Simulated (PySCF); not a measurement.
CH$_{6}$BBrSi, SMILES `CB[SiH2]Br`.

PySCF calculation, CAM-B3LYP/def2-SVP, gas phase; geometry: GFN2-xTB. No frequency check shows the geometry to be a minimum. GFN2-xTB bond lengths at metals and heavier atoms can be off by up to 0.1 Å and shapes distorted, which carries into these values. Without diffuse functions Rydberg states are missing, so the states' numbers hold for this basis only.

The calculation's input:

```python
import numpy as np
from pyscf import gto, scf, dft, tdscf
from pyscf.scf import atom_ks, atom_hf
from scipy.linalg import block_diag

def solve(mol, dm0=None, hcore=None):
    mf = (dft.UKS if mol.spin else dft.RKS)(mol, xc='camb3lyp')
    mf.grids.level = 3
    mf = mf.density_fit(auxbasis='def2-universal-jkfit')
    mf.conv_tol, mf.max_cycle = 1e-8, 80
    if hcore is not None:
        mf.get_hcore = lambda *args: hcore
    mf.kernel(dm0)
    if not mf.converged:
        mf = mf.newton().run(mf.mo_coeff, mf.mo_occ, max_cycle=30)
    assert mf.converged, 'SCF not converged'
    return mf

mol = gto.M(atom='''
C     -2.36471     1.20881    -0.01246
B     -2.19737    -0.34448    -0.01551
Si    -0.44395    -1.20740    -0.00132
Br     1.19889     0.33016     0.00030
H     -2.45233     1.51283     1.03604
H     -1.51927     1.76876    -0.41139
H     -3.27389     1.56243    -0.49630
H     -3.16486    -1.01072     0.01907
H     -0.08679    -1.99973     1.18042
H     -0.07347    -2.01587    -1.16743
''', basis='def2-svp', charge=0, spin=0, verbose=4)
mf = solve(mol)
td = mf.TDDFT()
td.nstates, td.singlet, td.conv_tol = 5, True, 1e-5
td.kernel()
td.analyze()
x, y = np.array([p[0] for p in td.xy]), np.array([p[1] + 0 * p[0] for p in td.xy])
f, mu = td.oscillator_strength(), td.transition_dipole()
nto = [td.get_nto(state=i + 1, verbose=4) for i in range(len(td.e))]
# spherically averaged free atoms, for the promolecule
atm = atom_ks.get_atm_nrks(mol, xc='camb3lyp')
pro = block_diag(*[(atm[a[0]][2] * atm[a[0]][3]) @ atm[a[0]][2].T for a in mol._atom])
np.savez('result.npz', e=td.e, f=f, ok=td.converged, w=[n[0] for n in nto], nto=[n[1] for n in nto], x=x, y=y, c=mf.mo_coeff, occ=mf.mo_occ, eps=mf.mo_energy, pro=pro, mu=mu)
```

Command:

```sh
OMP_NUM_THREADS=1 python input.py
```

The run took 11 min on 1 thread of AMD EPYC (Zen 3), with other jobs on the host, peak memory 0.7 GiB.

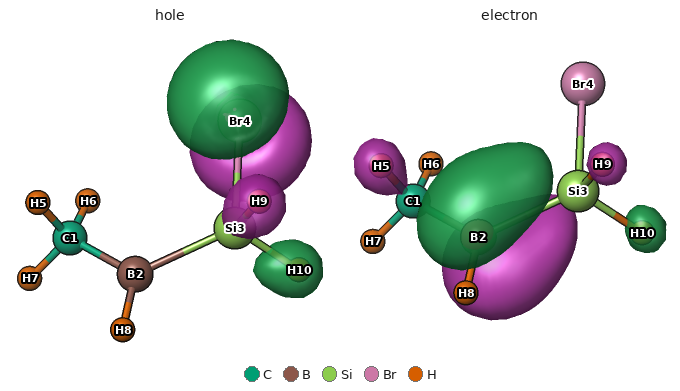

Leading natural transition orbital pair of S₂ (full linear response singlet states); the surfaces enclose about 70 % of each orbital's density.

> Give its energy, strength and character.

5.22 eV (237 nm), f = 0.009, charge transfer; the leading pair carries 100 %; hole on Br4 (81 %), Si3 (9 %) and H9 and H10 (5 % each), electron on B2 (51 %), Si3 (20 %) and C1 (7 %); their centroids lie 2.8 Å apart. In canonical orbitals it is mainly HOMO−1 → LUMO (99 %). The HOMO–LUMO gap is 7.83 eV.
